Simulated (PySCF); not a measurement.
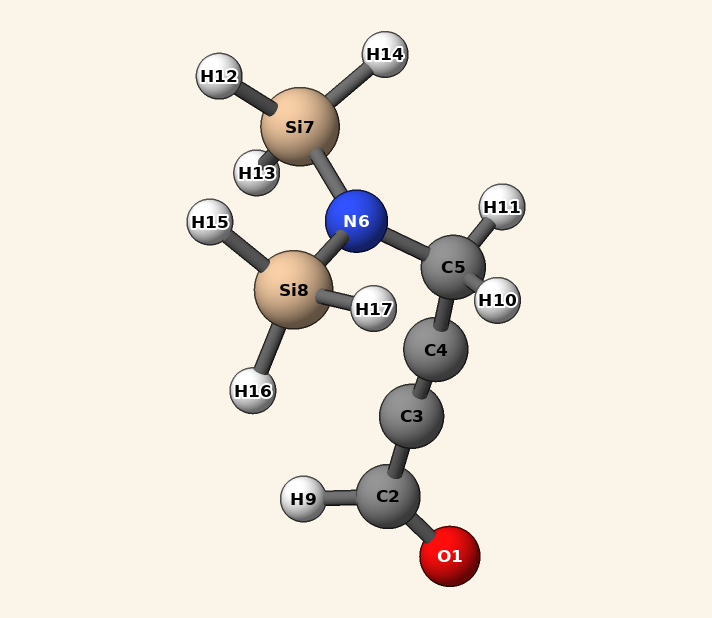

The geometry was computed by an optimisation with GFN2-xTB. No frequency run is at hand to confirm it as a minimum. Method: GIAO PBE0/pcSseg-1 NMR shielding, non-relativistic, gas phase (PySCF 2.14.0). Principal shieldings σ11 ≤ σ22 ≤ σ33, span Ω = σ33 − σ11, skew κ = 3(σiso − σ22)/Ω.

Which C atom has the most anisotropic shielding?

C3, with a span of 236 ppm.

Give the shielding tensors of the C atoms.

| atom | σ11 | σ22 | σ33 | σiso | Ω | κ |
| --- | --- | --- | --- | --- | --- | --- |
| C2 | −87.9 | 3.6 | 103.9 | 6.5 | 191.8 | 0.05 |
| C3 | 16.9 | 18.5 | 252.8 | 96.1 | 235.9 | 0.99 |
| C4 | 15.5 | 18.4 | 215.6 | 83.2 | 200.0 | 0.97 |
| C5 | 123.9 | 134.4 | 174.6 | 144.3 | 50.6 | 0.58 |

Shieldings and span in ppm.

The geometry is semi-empirical. Around Si such bond lengths and angles can be off by a tenth of an ångström or more and by several degrees, and values that hang on the shape move with them.
